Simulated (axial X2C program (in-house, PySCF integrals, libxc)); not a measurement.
# HfB: properties at the nuclei

Wanted for HfB: properties at the nuclei, at the two-component level.

The runs use an in-house X2C program for linear molecules on PySCF integrals; two-component X2C with atomic mean-field terms, Hf dyall-cv3z, B dyall-v3z.

All values are calculated.

## Step 1: Set-up

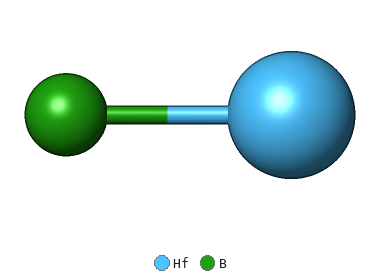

The two atoms at 2.370 Å (hafnium blue, boron green).

Contents of task.json:

```json
{"zs": [72, 5], "q": 0, "bas": ["dyall-cv3z", "dyall-v3z"], "r0": 2.37, "levels": ["PBE0", "HF", "LDA", "BP86", "BHandHLYP"], "nst": 3}
```

Keys: zs atomic numbers; q charge; bas basis sets; r0 starting distance in Å; levels methods (HF also brings MP2); nst determinants followed.

The run is started by

```bash
$ python soeom.py task.json out
```

Further steps of the session: Expectation values, lowest determinant; Expectation values, a higher determinant; Expectation values, a higher determinant.

Before running it: what results should come out? Wanted: lowest determinant; Eeff magnitude; Ws magnitude Hf; A∥/gI Hf; qzz Hf; higher determinant (for each run or level that gives them).

As calculated:

| quantity | value |
| --- | --- |
| lowest determinant | Ω = 3/2 (excess of +ω over −ω: ω = 3/2) |
| Eeff magnitude (GV/cm), PBE0 | 13.2 |
| Ws magnitude Hf (kHz), PBE0 | 9.98 |
| A∥/gI Hf (MHz), PBE0 | 124 |
| qzz Hf (a.u.), PBE0 | -7.05 |
| higher determinant | Ω = 1/2 (excess of +ω over −ω: ω = 1/2) |
| Eeff magnitude (GV/cm), PBE0, higher determinant | 25.6 |
| Ws magnitude Hf (kHz), PBE0, higher determinant | 41.5 |
| A∥/gI Hf (MHz), PBE0, higher determinant | 7900 |
| qzz Hf (a.u.), PBE0, higher determinant | -2.39 |
| higher determinant | Ω = 1/2 (excess of +ω over −ω: 2 × ω = -1/2, ω = 3/2) |
| Eeff magnitude (GV/cm), PBE0, higher determinant | 13.3 |
| Ws magnitude Hf (kHz), PBE0, higher determinant | 22.8 |
| A∥/gI Hf (MHz), PBE0, higher determinant | -568 |
| qzz Hf (a.u.), PBE0, higher determinant | -6.79 |

In words: In the first state, the effective field runs from 4.06 to 84.5 GV/cm over the mean-field levels, so the levels don't agree on it. The expectation values come from single determinants, which for open shells can mix terms of unlike spin or miss the lowest Ω, so a determinant need not be a state. Eeff is the effective electric field on the electron dipole moment in this Ω state and Ws the scalar–pseudoscalar constant (defined with the proton number Z and per Ω); A∥ is the parallel hyperfine constant, which follows by multiplying with the nuclear g factor gI = μI/(I μN); qzz is the electric field gradient, eQq0 = 234.96 MHz × Q/barn × qzz; μ is positive if B is the positive end. The operators were transformed with the bare-nucleus X2C matrices.
